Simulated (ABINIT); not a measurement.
# SiC (P6_3mc): one start, several treatments of the self-energy

Wanted: the gap of SiC (P6_3mc) under several approximations, with cost.

Main program and level: ABINIT 10.8.3; PBE and many-body steps on it, plane waves.

**What was measured.**

- Gap 3.33 eV: band gap at cryogenic temperature; bulk crystal (literature value) (quoted in “Silicon carbide diodes for neutron detection”, 2020, arxiv:2009.14696).

## (1) The structure

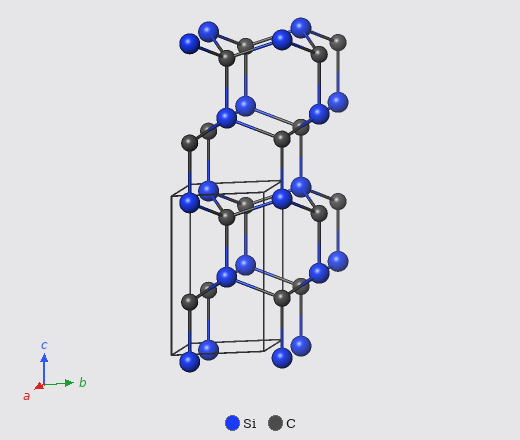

The cell as given, slightly off an axis (silicon blue, carbon dark grey). 2×2×2 cells are drawn. Some periodic images of atoms are drawn too.

The cell and positions are those that the Materials Project relaxed with its own functionals (PBE, PBE+U or r2SCAN), kept fixed.

## (2) Empty states on the mesh, 6×6×4 mesh, 188 bands

This step: ABINIT 10.8.3; DFT, PBE, plane waves, norm-conserving pseudopotentials.

The sums over transitions need many empty states on a uniform mesh; this step solves for them.

run.abi reads:

```
acell 3*1.0 Angstrom
rprim 
  3.073513928196 0.000000000001 0.000000000000
  -1.536756964099 2.661741140703 0.000000000000
  0.000000000000 0.000000000000 5.045247710000
ntypat 2
znucl 14 6
natom 4
typat 1 1 2 2
xred 
  0.333333333333 0.666666666667 0.499602400000
  0.666666666667 0.333333333333 0.999602400000
  0.333333333333 0.666666666667 0.875397600000
  0.666666666667 0.333333333333 0.375397600000
pp_dirpath "pseudos"
pseudos "Si.upf, C.upf"
ecut 37
ngkpt 6 6 4
nshiftk 1
shiftk 0 0 0
kptopt 1
chksymbreak 0
irdden 1
istwfk *1
nband 188
prtvol 0
optdriver 6
gwr_task "HDIAGO"
paral_kgb 0
occopt 1
indata_prefix "in"
outdata_prefix "out"
tmpdata_prefix "tmp"
```

Command:

```sh
OMP_NUM_THREADS=1 mpirun -n 8 abinit run.abi > log
```

What it wrote:

```text
.Version 10.8.3 of ABINIT. v10.8.2 released Aug 2026.

 Symmetries : space group P6_3 m c (#186); Bravais hP (primitive hexag.)
[... echo of the input left out ...]
== DATASET  1 ==================================================================
-   mpi_nproc: 8, omp_nthreads: 1 (-1 if OMP is not activated)

--- !DatasetInfo
iteration_state: {dtset: 1, }
dimensions: {natom: 4, nkpt: 21, mband: 188, nsppol: 1, nspinor: 1, nspden: 1, mpw: 3015, }
cutoff_energies: {ecut:  37.0, pawecutdg:  -1.0, }
[...]
Indirect band gap semiconductor
 Fundamental gap:     2.275 (eV)
   VBM:     7.012 (eV) at k: [ 0.0000E+00,  0.0000E+00,  0.0000E+00]
   CBM:     9.287 (eV) at k: [ 3.3333E-01,  3.3333E-01,  0.0000E+00]
 Direct gap:         3.985 (eV) at k: [ 5.0000E-01,  0.0000E+00,  0.0000E+00]

== END DATASET(S) ==============================================================
================================================================================

 -outvars: echo values of variables after computation  --------
           etotal      0.0000000000E+00
            nband         188
             nkpt          21
          spgroup         186
 [... the other variables as echoed above ...]

 Calculation completed.
```

Wall time 51 s (8 MPI ranks of Arm Neoverse V2, shared host); peak memory 4.3 GiB.

Numbers from this step:

```yaml
gap: 2.275 eV
k_of_the_valence_top: 0, 0, 0
k_of_the_conduction_bottom: 0.3333, 0.3333, 0
least_direct_gap: 3.985 eV
k_points_computed: 21
lowest_point_of_the_top_converged_band_above_the_valence_top: 131.3251 eV
```

On this mesh the gap is 2.275 eV.

The density comes from a self-consistent run that is not shown.

## (3) Screening, 6×6×4 mesh, 180 bands, screening to 228.6 eV

The RPA dielectric matrix is built and inverted for each q.

This step: RPA screening on PBE, plane waves, norm-conserving pseudopotentials.

Changes to run.abi since step 2:

```diff
@@ -22,10 +22,11 @@
 chksymbreak 0
-irdden 1
 istwfk *1
-nband 188
-prtvol 0
-optdriver 6
-gwr_task "HDIAGO"
-paral_kgb 0
 occopt 1
+irdwfk 1
+optdriver 3
+nband 180
+ecuteps 8.4
+inclvkb 2
+awtr 1
+symchi 1
 indata_prefix "in"
```

What it wrote:

```text
.Version 10.8.3 of ABINIT. v10.8.2 released Aug 2026.

 Symmetries : space group P6_3 m c (#186); Bravais hP (primitive hexag.)
[... echo of the input left out ...]
== DATASET  1 ==================================================================
-   mpi_nproc: 8, omp_nthreads: 1 (-1 if OMP is not activated)

--- !DatasetInfo
iteration_state: {dtset: 1, }
dimensions: {natom: 4, nkpt: 21, mband: 180, nsppol: 1, nspinor: 1, nspden: 1, mpw: 3015, }
cutoff_energies: {ecut:  37.0, pawecutdg:  -1.0, }
electrons: {nelect:   1.60000000E+01, charge:   0.00000000E+00, occopt:   1.00000000E+00, tsmear:   1.00000000E-02, }

 SCREENING: Calculation of the susceptibility and dielectric matrices

 Based on a program developped by R.W. Godby, V. Olevano, G. Onida, and L. Reining.
 Incorporated in ABINIT by V. Olevano, G.-M. Rignanese, and M. Torrent.
.Using double precision arithmetic ; gwpc =  8

[... cell and pseudopotentials left out ...]
--------------------------------------------------------------------------------

 ==== K-mesh for the wavefunctions ====
 Number of points in the irreducible wedge :    21
[... list of points left out ...]
 Together with 12 symmetry operations and time-reversal symmetry
 yields   144 points in the full Brillouin Zone.

 ==== Q-mesh for the screening function ====
 Number of points in the irreducible wedge :    21
[... list of points left out ...]
 Together with 12 symmetry operations and time-reversal symmetry
 yields   144 points in the full Brillouin Zone.

 setmesh: FFT mesh size selected  =    24x   24x   40
          total number of points  =        23040

 vcoul_init : cutoff-mode = AUXILIARY_FUNCTION
 q-points for optical limit:   1
     1)      0.000010    0.000020    0.000030

- screening: taking advantage of time-reversal symmetry
- Maximum band index for partially occupied states nbvw = 8
- Remaining bands to be divided among processors   nbcw = 172
- Number of bands treated by each node ~21

 Number of electrons calculated from density =   16.0000; Expected =   16.0000
 average of density, n =  0.057443
 r_s =    1.6078
 omega_plasma =   23.1193 [eV]

 calculating chi0 at frequencies [eV] :
  1    0.000000E+00    0.000000E+00
  2    0.000000E+00    2.311935E+01

--------------------------------------------------------------------------------
  q-point number  1        q = ( 0.000000, 0.000000, 0.000000) [r.l.u.]
--------------------------------------------------------------------------------
[... chi0 elements left out ...]
 For q-point:  0.000010 0.000020 0.000030
  dielectric constant =   6.8547
  dielectric constant without local fields =   7.5085

  Average fulfillment of the sum rule on Im[epsilon] for q-point    1 :     91.91  [%]
[... wings left out ...]
  q-point number  2        q = ( 0.166667, 0.000000, 0.000000) [r.l.u.]
--------------------------------------------------------------------------------
[... chi0 elements left out ...]
  Average fulfillment of the sum rule on Im[epsilon] for q-point    2 :     95.04  [%]

 [... 19 further q-points ...]
```

It took 2.1 min on 8 MPI ranks; peak memory 2.8 GiB.

Numbers from this step:

```yaml
eps_infinity_with_local_fields_on_this_mesh_along_the_program_s_q_direction: 6.855
the_same_without_local_fields: 7.508
plasma_frequency: 23.12 eV
plane_waves_in_the_screening_matrix: 313
```

Local fields lower ε∞ by 9 %.

## (4) G0W0, Godby-Needs plasmon pole

The self-energy is evaluated for the states that the input lists, and the levels follow from it, in one-shot runs by the linearised quasiparticle equation.

This step: G0W0 on PBE, plane waves, norm-conserving pseudopotentials.

Changes to run.abi since step 3:

```diff
@@ -25,8 +25,19 @@
 irdwfk 1
-optdriver 3
+optdriver 4
 nband 180
+gwcalctyp 0
+ecutsigx 37
+symsigma 1
+nkptgw 3
+kptgw 
+  0.0000000000 0.0000000000 0.0000000000
+  0.3333333333 0.3333333333 0.0000000000
+  0.5000000000 0.0000000000 0.0000000000
+bdgw 
+  7 10
+  6 10
+  7 10
 ecuteps 8.4
-inclvkb 2
-awtr 1
-symchi 1
+irdscr 1
+ppmodel 1
 indata_prefix "in"
```

What it wrote:

```text
.Version 10.8.3 of ABINIT. v10.8.2 released Aug 2026.

 Symmetries : space group P6_3 m c (#186); Bravais hP (primitive hexag.)
[... echo of the input left out ...]
== DATASET  1 ==================================================================
-   mpi_nproc: 8, omp_nthreads: 1 (-1 if OMP is not activated)

--- !DatasetInfo
iteration_state: {dtset: 1, }
dimensions: {natom: 4, nkpt: 21, mband: 180, nsppol: 1, nspinor: 1, nspden: 1, mpw: 3015, }
cutoff_energies: {ecut:  37.0, pawecutdg:  -1.0, }
electrons: {nelect:   1.60000000E+01, charge:   0.00000000E+00, occopt:   1.00000000E+00, tsmear:   1.00000000E-02, }

 SIGMA: Calculation of the GW corrections

 Based on a program developped by R.W. Godby, V. Olevano, G. Onida, and L. Reining.
 Incorporated in ABINIT by V. Olevano, G.-M. Rignanese, and M. Torrent.
.Using double precision arithmetic ; gwpc =  8

[... cell and pseudopotentials left out ...]
--------------------------------------------------------------------------------

 ==== K-mesh for the wavefunctions ====
 Number of points in the irreducible wedge :    21
[... list of points left out ...]
 Together with 12 symmetry operations and time-reversal symmetry
 yields   144 points in the full Brillouin Zone.

 ==== Q-mesh for screening function ====
 Number of points in the irreducible wedge :    21
[... list of points left out ...]
 Together with 12 symmetry operations and time-reversal symmetry
 yields   144 points in the full Brillouin Zone.

 vcoul_init : cutoff-mode = AUXILIARY_FUNCTION
 q-points for optical limit:   1
     1)      0.000010    0.000020    0.000030
 setmesh: FFT mesh size selected  =    27x   27x   54
          total number of points  =        39366

 Number of electrons calculated from density =   16.0000; Expected =   16.0000
 average of density, n =  0.057443
 r_s =    1.6078
 omega_plasma =   23.1193 [eV]

 === KS Band Gaps ===
  >>>> For spin  1
   Minimum direct gap =   3.9851 [eV], located at k-point      :   0.5000  0.0000  0.0000
   Fundamental gap    =   2.2753 [eV], Top of valence bands at :   0.0000  0.0000  0.0000
                                       Bottom of conduction at :   0.3333  0.3333  0.0000
 SIGMA fundamental parameters:
 PLASMON POLE MODEL  1
 number of plane-waves for SigmaX                 2973
 number of plane-waves for SigmaC and W            313
 number of plane-waves for wavefunctions          2973
 number of bands                                   180
 number of independent spin polarizations            1
 number of spinorial components                      1
 number of k-points in IBZ                          21
 number of q-points in IBZ                          21
 number of symmetry operations                      12
 number of k-points in BZ                          144
 number of q-points in BZ                          144
 number of frequencies for dSigma/dE                 9
 frequency step for dSigma/dE [eV]                0.25
 number of omega for Sigma on real axis              0
 max omega for Sigma on real axis  [eV]           0.00
 zcut for avoiding poles [eV]                     0.10

 EPSILON^-1 parameters (SCR file):
 dimension of the eps^-1 matrix on file            313
 dimension of the eps^-1 matrix used               313
 number of plane-waves for wavefunctions          2973
 number of bands                                   180
 number of q-points in IBZ                          21
 number of frequencies                               2
 number of real frequencies                          1
 number of imag frequencies                          1

 matrix elements of self-energy operator (all in [eV])

 Perturbative Calculation

--- !SelfEnergy_ee
iteration_state: {dtset: 1, }
kpoint     : [   0.000,    0.000,    0.000, ]
spin       : 1
KS_gap     :    4.820
QP_gap     :    5.706
Delta_QP_KS:    0.886
data: !SigmaeeData |
     Band     E0 <VxcDFT>   SigX SigC(E0)      Z dSigC/dE  Sig(E)    E-E0       E
        7   7.012 -15.027 -17.600   1.905   0.792  -0.262 -15.556  -0.529   6.483
        8   7.012 -15.027 -17.600   1.905   0.792  -0.262 -15.556  -0.529   6.483
        9  11.832 -12.163  -6.994  -4.727   0.806  -0.240 -11.806   0.357  12.189
       10  13.231 -12.779  -7.194  -5.174   0.793  -0.261 -12.453   0.326  13.557

--- !SelfEnergy_ee
iteration_state: {dtset: 1, }
kpoint     : [   0.333,    0.333,    0.000, ]
spin       : 1
KS_gap     :    6.117
QP_gap     :    7.179
Delta_QP_KS:    1.062
data: !SigmaeeData |
     Band     E0 <VxcDFT>   SigX SigC(E0)      Z dSigC/dE  Sig(E)    E-E0       E
        6   2.959 -13.062 -17.039   2.850   0.781  -0.281 -13.942  -0.880   2.078
        7   2.959 -13.062 -17.039   2.850   0.781  -0.281 -13.942  -0.880   2.078
[...]
--- !SelfEnergy_ee
iteration_state: {dtset: 1, }
kpoint     : [   0.500,    0.000,    0.000, ]
spin       : 1
KS_gap     :    3.985
QP_gap     :    4.901
Delta_QP_KS:    0.916
data: !SigmaeeData |
     Band     E0 <VxcDFT>   SigX SigC(E0)      Z dSigC/dE  Sig(E)    E-E0       E
[...]
8   5.813 -14.520 -17.600   2.215   0.789  -0.267 -15.202  -0.683   5.130
        9   9.798 -10.579  -6.048  -4.246   0.821  -0.218 -10.345   0.234  10.032
       10  11.240 -11.760  -6.959  -4.342   0.809  -0.236 -11.389   0.371  11.611

== END DATASET(S) ==============================================================
================================================================================

 -outvars: echo values of variables after computation  --------
           etotal      0.0000000000E+00
            nband         180
             nkpt          21
          spgroup         186
 [... the other variables as echoed above ...]

 Calculation completed.
```

Wall time 36 s (8 MPI ranks); peak memory 3.1 GiB.

Numbers from this step:

| Item | Value |
| --- | --- |
| G0W0 gap on the points computed | 2.981 eV |
| starting gap on the mesh | 2.275 eV |
| k of the valence top | 0, 0, 0 |
| k of the conduction bottom | 0.3333, 0.3333, 0 |
| Z at the valence top | 0.792 |
| Z at the conduction bottom | 0.824 |
| least direct G0W0 gap on the computed points | 4.902 eV |

The gap on the mesh goes from 2.28 eV to 2.98 eV, a correction of +0.71 eV.

## (5) G0W0, Hybertsen-Louie plasmon pole

Changes to run.abi since step 4:

```diff
@@ -41,3 +41,3 @@
 irdscr 1
-ppmodel 1
+ppmodel 2
 indata_prefix "in"
```

What it wrote:

```text
.Version 10.8.3 of ABINIT. v10.8.2 released Aug 2026.

 Symmetries : space group P6_3 m c (#186); Bravais hP (primitive hexag.)
[... echo of the input left out ...]
== DATASET  1 ==================================================================
-   mpi_nproc: 8, omp_nthreads: 1 (-1 if OMP is not activated)

--- !DatasetInfo
iteration_state: {dtset: 1, }
dimensions: {natom: 4, nkpt: 21, mband: 180, nsppol: 1, nspinor: 1, nspden: 1, mpw: 3015, }
cutoff_energies: {ecut:  37.0, pawecutdg:  -1.0, }
electrons: {nelect:   1.60000000E+01, charge:   0.00000000E+00, occopt:   1.00000000E+00, tsmear:   1.00000000E-02, }

 SIGMA: Calculation of the GW corrections

 Based on a program developped by R.W. Godby, V. Olevano, G. Onida, and L. Reining.
 Incorporated in ABINIT by V. Olevano, G.-M. Rignanese, and M. Torrent.
.Using double precision arithmetic ; gwpc =  8

[... cell and pseudopotentials left out ...]
--------------------------------------------------------------------------------

 ==== K-mesh for the wavefunctions ====
 Number of points in the irreducible wedge :    21
[... list of points left out ...]
 Together with 12 symmetry operations and time-reversal symmetry
 yields   144 points in the full Brillouin Zone.

 ==== Q-mesh for screening function ====
 Number of points in the irreducible wedge :    21
[... list of points left out ...]
 Together with 12 symmetry operations and time-reversal symmetry
 yields   144 points in the full Brillouin Zone.

 vcoul_init : cutoff-mode = AUXILIARY_FUNCTION
 q-points for optical limit:   1
     1)      0.000010    0.000020    0.000030
 setmesh: FFT mesh size selected  =    27x   27x   54
          total number of points  =        39366

 Number of electrons calculated from density =   16.0000; Expected =   16.0000
[...]
number of plane-waves for wavefunctions          2973
 number of bands                                   180
 number of q-points in IBZ                          21
 number of frequencies                               2
 number of real frequencies                          1
 number of imag frequencies                          1

 matrix elements of self-energy operator (all in [eV])

 Perturbative Calculation

--- !SelfEnergy_ee
iteration_state: {dtset: 1, }
kpoint     : [   0.000,    0.000,    0.000, ]
spin       : 1
KS_gap     :    4.820
QP_gap     :    5.819
Delta_QP_KS:    0.999
data: !SigmaeeData |
     Band     E0 <VxcDFT>   SigX SigC(E0)      Z dSigC/dE  Sig(E)    E-E0       E
        7   7.012 -15.027 -17.600   1.494   0.816  -0.225 -15.908  -0.881   6.131
        8   7.012 -15.027 -17.600   1.494   0.816  -0.225 -15.908  -0.881   6.131
        9  11.832 -12.163  -6.994  -5.027   0.827  -0.209 -12.045   0.118  11.950
[...]
--- !SelfEnergy_ee
iteration_state: {dtset: 1, }
kpoint     : [   0.333,    0.333,    0.000, ]
spin       : 1
KS_gap     :    6.117
QP_gap     :    7.324
Delta_QP_KS:    1.207
data: !SigmaeeData |
     Band     E0 <VxcDFT>   SigX SigC(E0)      Z dSigC/dE  Sig(E)    E-E0       E
[...]
--- !SelfEnergy_ee
iteration_state: {dtset: 1, }
kpoint     : [   0.500,    0.000,    0.000, ]
spin       : 1
KS_gap     :    3.985
QP_gap     :    5.031
Delta_QP_KS:    1.046
data: !SigmaeeData |
     Band     E0 <VxcDFT>   SigX SigC(E0)      Z dSigC/dE  Sig(E)    E-E0       E
[...]
9   9.798 -10.579  -6.048  -4.524   0.839  -0.192 -10.573   0.006   9.804
       10  11.240 -11.760  -6.959  -4.624   0.830  -0.204 -11.613   0.147  11.387

== END DATASET(S) ==============================================================
================================================================================

 -outvars: echo values of variables after computation  --------
           etotal      0.0000000000E+00
            nband         180
             nkpt          21
          spgroup         186
 [... the other variables as echoed above ...]

 Calculation completed.
```

The job ended after 35 s (8 MPI ranks; peak memory 2.9 GiB; 4.6 min of CPU time).

This step gave:

```yaml
g0w0_gap_on_the_points_computed: 3.114 eV
starting_gap_on_the_mesh: 2.275 eV
k_of_the_valence_top: 0, 0, 0
k_of_the_conduction_bottom: 0.3333, 0.3333, 0
z_at_the_valence_top: 0.816
z_at_the_conduction_bottom: 0.842
least_direct_g0w0_gap_on_the_computed_points: 5.032 eV
```

Against G0W0 in ABINIT (6×6×4 mesh, 180 bands, screening to 228.6 eV, Godby-Needs plasmon pole), the gap moves by +0.133 eV.

[end of part 1 of 2]

[Paths, hosts, dates, memory and timing lines, banners, echoed tables and standing remarks are left out of the program output.]

[Logs are printed without paths, hosts, clocks, repeated set-up lines and the standing remarks that a program may print on its own settings, such as how far it seeks lower states.]

[Runs of the session that timed out or met a known fault of the program may be left out.]

[Hosts, paths, dates, database ids (printed as entryN), source tags and the programs' standing remarks are cut or masked in the printed files.]

[G0W0 gaps are taken among the corrected bands and points alone; a level outside them can change the order at an edge.]

[Where Ansatz stands beside ABINIT at settings called matched, ABINIT's density can come from a denser mesh and the files from another edition; pairs whose starting gaps differed by over 0.03 eV were left out, so agreement reads better than it is.]
